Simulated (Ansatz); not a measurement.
# Run report: Cu₂O, single-point calculation

System: Cu₂O, multiplicity 3.
Method: UKS PBE0-D4/def2-TZVP (Ansatz 0.2.0).

The geometry comes from this level: r2SCAN-D4/def2-TZVP.

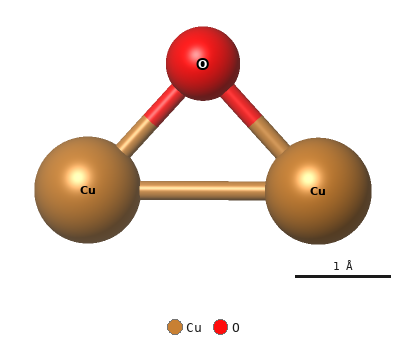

*The input geometry (ball-and-stick view, seen on its broad side). Sticks mark near contacts.*

Bond lengths as drawn: Cu–Cu 2.43 Å and Cu–O 1.81 Å.

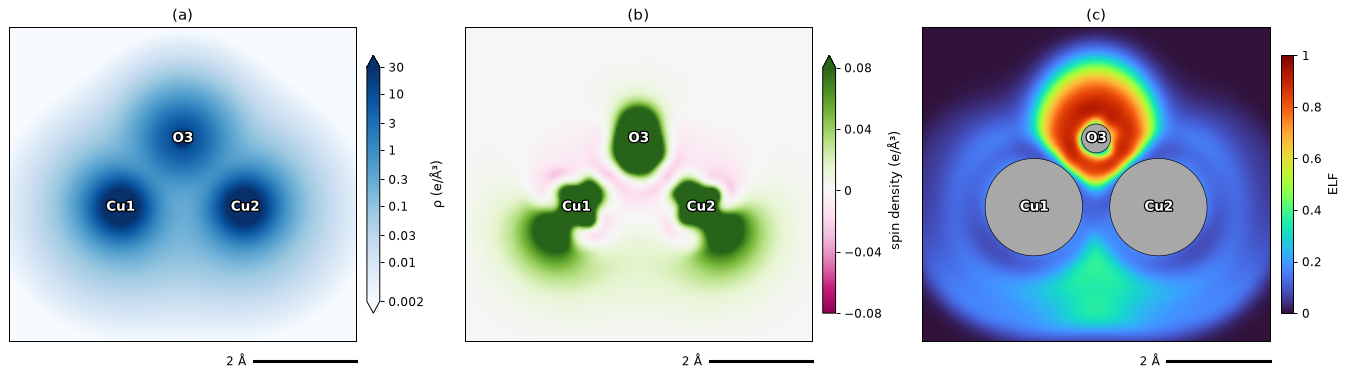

*(a) electron density; (b) spin density; (c) ELF on the molecular plane. Grey discs, where drawn, cover atomic cores.*

The section cuts through Cu and O sites. Cu–O (1.81 Å): ρ at the midpoint is about 0.85 e/Å³; the ELF peaks at about 0.85 in the valence shell of O, 0.5 Å from its nucleus, and is about 0.20 at the midpoint. Cu–Cu (2.43 Å): ρ at the midpoint is about 0.29 e/Å³; the ELF is about 0.10 at the midpoint. The unpaired spin (2 electrons) lies mostly on O3 (about 0.8), Cu1 (about 0.6) and Cu2 (about 0.6), in electrons by Hirshfeld's partition.

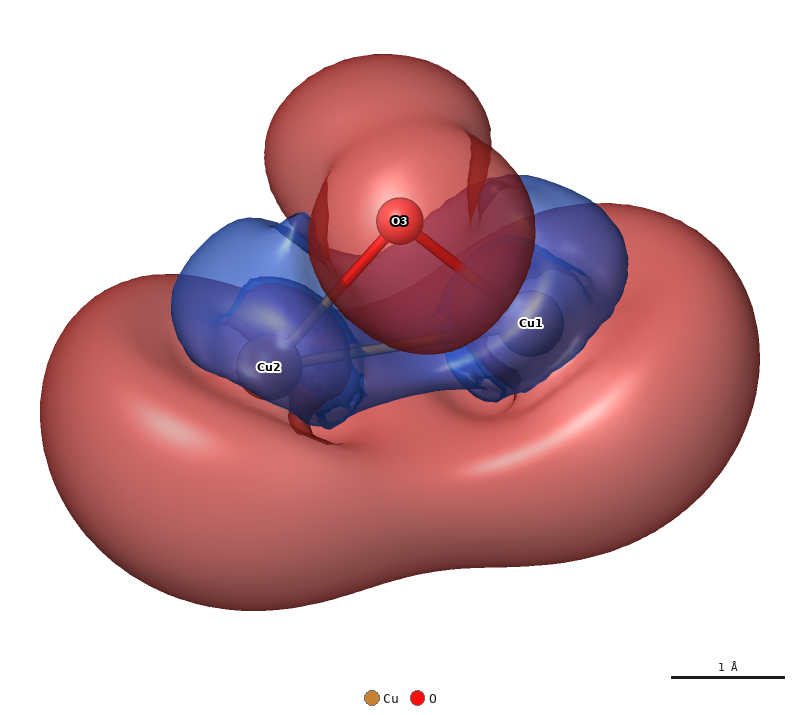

*Isosurfaces of the spin density at +0.005 (red) and −0.005 e/Å³ (blue), seen at a tilt.*

The unpaired spin (2 electrons) lies mostly on O3 (about 0.8), Cu1 (about 0.6) and Cu2 (about 0.6), in electrons by Hirshfeld's partition.

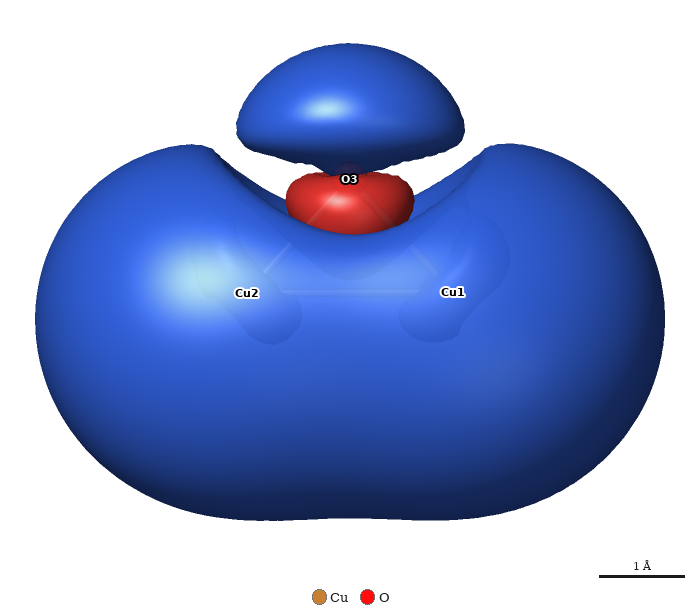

*One frontier orbital at ±0.04 Å⁻³ᐟ² (red and blue are the two phases), seen face on.*

The HOMO (α), at −4.75 eV. It lies mainly on Cu1 (45 %), Cu2 (45 %) and O3 (10 %); it is symmetric in the molecular plane (σ or in-plane lone-pair type).

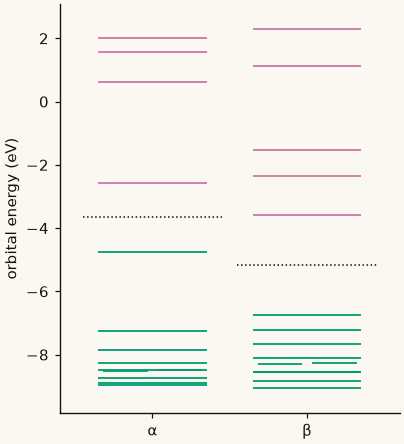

*Orbital energies near the frontier for α and β spins; the dotted line parts filled from empty levels, and levels within 0.02 eV of each other stand side by side.*

α: highest filled −4.75 eV, lowest empty −2.56 eV, 2.19 eV apart; β: highest filled −6.75 eV, lowest empty −3.59 eV, 3.16 eV apart.

The input that produced these results follows, with the program's output.

**Input**
```yaml
crystal:
  periodic: [false, false, false]
  atoms:
    - {symbol: Cu, position_ang: [-0.054336, -1.294065, -0.016128]}
    - {symbol: Cu, position_ang: [-0.796788, 1.021029, 0.020746]}
    - {symbol: O, position_ang: [0.851133, 0.273027, -0.004617]}
basis:
  gaussian: {orbitals: def2-TZVP, initial_orbitals: start.molden}
magnetization: {spin_polarized: true, initial_magnetization: 2}
hamiltonian: {xc: pbe0, dispersion: d4}
output: {orbitals: {seedname: orbitals}}
```

Launched with:
```bash
ansatz run in.yaml --threads 2 --pin off --events-out ev --progress --plain --max-ram 4352MiB
```

**The program's output**
```
Functional definition: PBE0
  name "PBE0"
  cite "Adamo & Barone, J. Chem. Phys. 110, 6158 (1999) doi:10.1063/1.478522"
  cite "Perdew, Burke & Ernzerhof, Phys. Rev. Lett. 77, 3865 (1996) doi:10.1103/PhysRevLett.77.3865"
  parent pbe
  parameter a = 0.25
  parameter kappa = 0.804
  parameter beta = 0.06672455060314922
  exchange = (1 - a)*pbe_x(kappa = kappa, mu = beta*pi^2/3) + a*exact_x
  correlation = pbe_c(beta = beta)
1146 factors; integrals over basis functions are off by at most 8.7e-4 eV
mean field evaluation 1: about -91311.6867 eV, gradient 5.2e0 eV
mean field evaluation 2: about -91311.8543 eV, gradient 3.6e-1 eV
mean field evaluation 4: about -91312.0045 eV, gradient 2.5e-2 eV
mean field evaluation 8: about -91312.0045 eV, gradient 2.2e-5 eV
mean field evaluation 16: about -91177.4038 eV, gradient 1.5e2 eV
mean field evaluation 32: about -91311.7706 eV, gradient 4.8e-3 eV
mean field evaluation 64: about -91311.6840 eV, gradient 7.2e0 eV
mean field -91312.00452248 eV, -3355.6542727013 hartree, gradient 7.1e-6 eV, S^2 2.023371; 5 other end points of the search recorded, 0 dependent functions left out
reference -91312.00455786 eV, -3355.6542740015 hartree; 34, 32 occupied and 87, 89 virtual orbitals, 1146 factors
Total energy: -91312.05873881 eV, -3355.6562651148 hartree
```

**Summary**

- outcome: converged
- total energy: −91312.0587 eV
- mean-field energy: −91312.0046 eV
- dispersion energy: −0.0542 eV
- ⟨S²⟩: 2.023
- SCF solution under orbital rotations: stable
- HOMO (either spin): −4.75 eV
- LUMO (either spin): −3.59 eV
- hardware: 2 threads of Arm Neoverse V1, 23 GiB of memory available, shared host
- wall time: 19 s (CPU time 37 s)
- peak memory: 0.42 GiB
